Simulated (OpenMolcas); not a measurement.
# Single-point calculation, with input and output: N2 (charge +1)

The run: single-point calculation of N2, charge +1, multiplicity 2. Method and program: HF/STO-3G, UHF (OpenMolcas 26.06).

The geometry is that of the parent species in another charge or spin state. The geometry comes from this level: PBE0-D4/def2-TZVP.

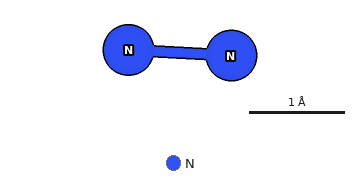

The input geometry (ball-and-stick view, seen at a tilt). Bond lengths as drawn: N–N 1.09 Å.

## The input
```
&gateway
baslib=$CurrDir
coord=struct.xyz
basis=STO-3G
group=NoSym
&seward
&scf
uhf
charge=1
spin=2
thresholds=1e-10 1e-07 1e-07 1e-05
prorbitals=1 1
```

## File struct.xyz
```
2

N      0.465500    -0.150300     0.239800
N     -0.465500     0.150300    -0.239800
```

Command:
```bash
export MOLCAS_MEM=1860
pymolcas calc.input > calc.log
```

## The program's output
```
--- Start Module: gateway ---

                                              &GATEWAY

                       available to each process: 1.9 GB of memory, 1 thread

 Basis Set     1 Label: N.STO-3G
 Basis set is read from library:.
 basistype.tbl is not found

++    Symmetry information:
      ---------------------

                    Character Table for C1

                             E
                    a        1  x, y, xy, Rz, z, xz, Ry, yz, Rx, I
--

++    Basis set information:
      ----------------------

      Basis set label: N.STO-3G.........

      Electronic valence basis set:
      ------------------
      Associated Effective Charge   7.000000 au
      Associated Actual Charge      7.000000 au
      Nuclear Model: Point charge

      Shell  nPrim  nBasis  Cartesian Spherical Contaminant
         s       6       2        X
         p       3       1        X
--

++    Molecular structure info:
      -------------------------

                    ************************************************
                    **** Cartesian Coordinates / bohr, angstrom ****
                    ************************************************

     Center  Label                x              y              z                     x              y              z
        1      N1               0.879668      -0.284026       0.453156              0.465500      -0.150300       0.239800
        2      N2              -0.879668       0.284026      -0.453156             -0.465500       0.150300      -0.239800
--

            Nuclear Potential Energy             23.79834176 au

--- Stop Module: gateway /rc=_RC_ALL_IS_WELL_ ---

--- Start Module: seward ---

                                              &SEWARD

                       available to each process: 1.9 GB of memory, 1 thread

               SEWARD will generate:
                  Multipole Moment integrals up to order  2
                  Kinetic Energy integrals
                  Nuclear Attraction integrals (point charge)
                  One-Electron Hamiltonian integrals
                  Velocity integrals
                  Orbital angular momentum around ( -0.0000   0.0000   0.0000 )
                  Velocity quadrupole around ( -0.0000   0.0000   0.0000 )
                  Two-Electron Repulsion integrals

                   Integrals are discarded if absolute value <: 1.00E-14
                   Integral cutoff threshold is set to       <: 1.00E-16

            Nuclear Potential Energy             23.79834176 au

      Basis set specifications :
      Symmetry species         a
      Basis functions           10

--- Stop Module: seward /rc=_RC_ALL_IS_WELL_ ---

--- Start Module: scf ---

                                                &SCF

                       available to each process: 1.9 GB of memory, 1 thread

++    Input section:
      --------------

      Header of the integral files:

      Cartesian coordinates in angstrom:
      -----------------------------------------------------
      No.  Label        X            Y            Z
      -----------------------------------------------------
       1   N1         0.46550000  -0.15030000   0.23980000
       2   N2        -0.46550000   0.15030000  -0.23980000
      -----------------------------------------------------
      Nuclear repulsion energy =   23.79834176
--

++    Orbital specifications:
      -----------------------

      Symmetry species               1
                                     a
      Frozen orbitals                0
      Start temperature = 0.500
      End temperature   = 0.010
      Temperature Factor= 0.460
      Deleted orbitals               0
      Total number of orbitals      10
      Number of basis functions     10
--

      Molecular charge                           1.000

++    Optimization specifications:
      ----------------------------

      SCF Algorithm: Conventional USCF
      D(i)-D(i-1) density differences are used
      Number of density matrices in core                 5
      Maximum number of NDDO SCF iterations            400
      Maximum number of HF SCF iterations              400
      Threshold for SCF energy change             1.00E-10
      Threshold for density matrix                1.00E-07
      Threshold for Fock matrix                   1.00E-07
      Threshold for linear dependence             1.00E-09
      Threshold at which DIIS is turned on        1.50E-01
      Maximum depth in the DIIS procedure                5
      Maximum depth in the BFGS Hessian update          30
      Threshold at which QNR/C2DIIS is turned on  7.50E-02
      Threshold for Norm(delta) (QNR/C2DIIS)      1.00E-05
      All orbitals punched on: UHFORB
--

      Input vectors read from INPORB
      Orbital file label: *Guess orbitals

++ Convergence information
                               UHF SCF        iterations: Energy and convergence statistics

Iter     Tot. SCF        One-elec.       Two-elec.     Energy      Max Dij or  Max Fij      DNorm      TNorm      AccCon     Time
         Energy          Energy          Energy        Change      Delta Norm                                                in Sec.
   1  -104.306649600  -184.416580452    56.311589088   0.00E+00    9.99E-02*   1.77E-01*    6.62E+00   2.77E+01   None         0.
   2  -105.927337725  -184.823168949    55.097489460  -1.62E+00*   1.99E-02*   2.57E-02*    5.05E+00   2.74E+01   EDIIS        0.
   3  -106.638351842  -184.918094012    54.481400406  -7.11E-01*   2.91E-02*   2.64E-02*    1.42E+00   2.73E+01   EDIIS        0.
   4  -106.863397291  -184.994972868    54.333233814  -2.25E-01*   3.98E-02*   3.54E-02*    8.36E-01   2.73E+01   EDIIS        0.
   5  -106.958827913  -185.038263907    54.281094231  -9.54E-02*   3.40E-02*   2.90E-02*    5.20E-01   2.73E+01   EDIIS        0.
   6  -106.960426692  -185.024291386    54.265522930  -1.60E-03*   1.27E-02*   1.09E-02*    1.75E-01   2.73E+01   EDIIS        0.

       Fermi aufbau procedure completed!
      nOcc(alpha)=    7
      nOcc(beta) =    6

   7  -106.960610289  -185.019896673    54.260944620  -1.84E-04*   3.48E-04*   6.10E-03*    6.30E-02   2.73E+01   c2DIIS       0.
   8  -106.960636667  -185.017629778    54.258651347  -2.64E-05*   1.15E-04*   8.29E-05*    1.76E-03   2.73E+01   QNRc2DIIS    0.
   9  -106.960636674  -185.017640017    54.258661580  -7.37E-09*   5.37E-05*   2.28E-05*    3.77E-04   2.73E+01   QNRc2DIIS    0.
  10  -106.960636675  -185.017633173    54.258654734  -8.16E-10*   4.86E-06    2.14E-06*    1.50E-04   2.73E+01   QNRc2DIIS    0.
  11  -106.960636675  -185.017628763    54.258650325  -6.22E-12    9.79E-08    4.52E-08     1.04E-05   2.73E+01   QNRc2DIIS    0.

       Convergence after  11 Iterations
--

 *****************************************************************************************************************************
 *                                             SCF/KS-DFT Program, Final results                                             *
 *                                                       Final Results                                                       *
 *****************************************************************************************************************************

::    Total SCF energy                               -106.9606366748
      One-electron energy                            -185.0176287634
      Two-electron energy                              54.2586503249
      Nuclear repulsion energy                         23.7983417638
      Kinetic energy (interpolated)                   104.3626391700
      Virial theorem                                    1.0248939422
      Total spin, S(S+1)                                0.7621286721
      Total spin, S                                     0.5060460586
      Max non-diagonal density matrix element           0.0000000751
      Max non-diagonal Fock matrix element              0.0000000190

      All orbitals with orbital energies smaller than  E(LUMO)+0.5 are printed

++    Molecular orbitals:
      -------------------

      Title: UHF orbitals (alpha)

      Molecular orbitals for symmetry species 1: a

          Orbital            1         2         3         4         5         6         7         8         9
          Energy          -16.1999  -16.1978   -1.9821   -1.2839   -1.1368   -1.0908   -1.0908   -0.2512   -0.2512
          Occ. No.          1.0000    1.0000    1.0000    1.0000    1.0000    1.0000    1.0000    0.0000    0.0000

--

      All orbitals with orbital energies smaller than  E(LUMO)+0.5 are printed

++    Molecular orbitals:
      -------------------

      Title: UHF orbitals (beta)

      Molecular orbitals for symmetry species 1: a

          Orbital            1         2         3         4         5         6         7         8         9
          Energy          -16.1889  -16.1876   -1.9433   -1.0679   -1.0679   -1.0626   -0.5228   -0.2206   -0.2206
          Occ. No.          1.0000    1.0000    1.0000    1.0000    1.0000    1.0000    0.0000    0.0000    0.0000

--

++    Molecular charges:
      ------------------

      Mulliken charges per centre and basis function type
      ---------------------------------------------------

                            N1                      N2
                     alpha        beta       alpha        beta
      1s           1.8493      1.7990      1.8493      1.7990
      2px          0.6100      0.2817      0.6100      0.2817
      2pz          0.5292      0.4421      0.5292      0.4421
      2py          0.5115      0.4772      0.5115      0.4772
      Total        3.5000      3.0000      3.5000      3.0000
      Total              6.5000                  6.5000

      Charge            0.5000                  0.5000

      Total electronic charge=   13.000000

      Total            charge=    1.000000
--

++    Molecular orbitals:
      -------------------

      Title: Natural orbitals

      Molecular orbitals for symmetry species 1: a

          Orbital            1         2         3         4         5         6         7         8         9        10
          Energy          -16.1944  -16.1926   -1.9626   -1.0794   -1.0794   -1.1679   -0.8300    0.5948   -0.2359   -0.2359
          Occ. No.          2.0000    2.0000    2.0000    2.0000    2.0000    1.9939    1.0000    0.0061    0.0000    0.0000

--

++    Molecular properties:
      ---------------------

      Charge (e):
                      =    1.0000
      Dipole Moment (debye):
      Origin of the operator (angstrom)=   -0.0000    0.0000    0.0000
                   X= -2.0949E-12               Y=  6.8220E-13               Z= -1.0831E-12           Total=  2.4550E-12
      Center of Charge (angstrom)
                     X=   -0.00000000               Y=    0.00000000               Z=   -0.00000000
      Quadrupole Moment (debye*angstrom):
      Origin of the operator (angstrom)=   -0.0000    0.0000    0.0000
                  XX= -7.4670E+00              XY= -3.7167E-01              XZ=  5.9299E-01              YY= -8.4981E+00
                  YZ= -1.9147E-01              ZZ= -8.3126E+00
      In traceless form (debye*angstrom)
                  XX=  9.3838E-01              XY= -5.5751E-01              XZ=  8.8949E-01              YY= -6.0829E-01
                  YZ= -2.8720E-01              ZZ= -3.3009E-01
--

--- Stop Module: scf /rc=_RC_ALL_IS_WELL_ ---

.##################.
.# Happy landing! #.
.##################.

    Timing: Wall=1.21 User=0.97 System=0.23
```

## Key numbers

- outcome: converged
- total energy: −106.960637 hartree
- basis functions: 10
- ⟨S²⟩: 0.762
- hardware: 1 thread of Arm Neoverse V2, 24 GiB of memory available, shared host
- wall time: 1.4 s
- peak memory: 0.37 GiB
